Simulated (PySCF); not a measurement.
H6Si2, SMILES `[SiH3][SiH3]`.

Computed with PySCF, def2-SVP basis, geometry: GFN2-xTB. No frequency check shows the geometry to be a minimum.

Geometry (Å), atoms numbered from 1:

```
Si1     -1.1527    0.0003   -0.0001
Si2      1.1525    0.0001    0.0001
H3      -1.7147    0.9302   -0.9832
H4      -1.7103   -1.3225   -0.3124
H5      -1.7150    0.3867    1.2967
H6       1.7147    1.3170    0.3108
H7       1.7147   -0.3895   -1.2958
H8       1.7144   -0.9276    0.9853
```

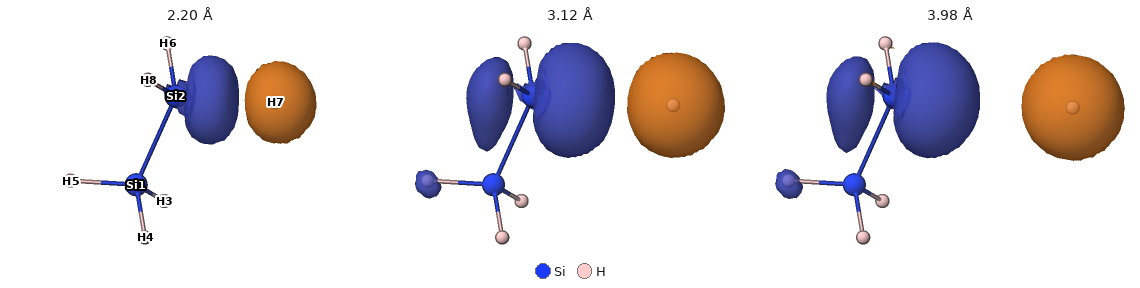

Rigid stretch of the Si2–H7 bond. Broken-symmetry UHF spin density at ±0.03 e/Å³ (orange: α, blue: β).

Q: How does the broken-symmetry solution share the spin, and how far is it from a pure singlet?

A: At 3.98 Å excess α spin lies mostly on H7 and excess β on Si2; the two could be swapped at no cost. ⟨S²⟩ is 0.14 at 2.20 Å, 0.93 at 3.12 Å and 1.00 at 3.98 Å, against 0 for a pure singlet and 1 for an equal mix of singlet and triplet.

Q: Where does the UHF solution part from RHF?

A: Between 1.92 Å (⟨S²⟩ = 0, the two coincide) and 2.20 Å (⟨S²⟩ = 0.14); at 3.98 Å ⟨S²⟩ is 1.00 and UHF lies 3.4 eV below RHF.

Q: How much energy does the stretch cost?

A: By CASSCF, 3.5 eV from the lowest point of the scan (1.56 Å) to 3.98 Å; RHF gives 6.5 eV from its own lowest point. The fragments aren't relaxed and dynamic correlation is missing, so this isn't a bond dissociation energy.
